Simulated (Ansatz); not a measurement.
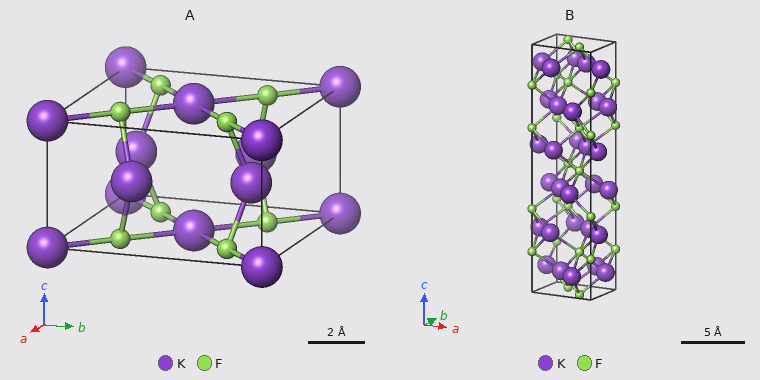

Two structures of K$_{3}$F$_{2}$, each relaxed to rest (conventional cells in solid outline, small ones repeated, not to one scale). Method: DFT PBE, scalar-relativistic, plane waves, PAW in Ansatz 0.2.0, without spin polarisation.

**Name structures A and B.**

A: 10 atoms a cell on a primitive tetragonal lattice, P4/mbm. B: 30 atoms a cell on a rhombohedral (trigonal R) lattice, R-3c.

**Which of the two does the method prefer?**

B is lower, by 126 meV/atom at this level of theory (energies at zero smearing). Volumes: A 31.5, B 27.3 Å³/atom.

One or both may be structure types tried for this composition rather than known phases.
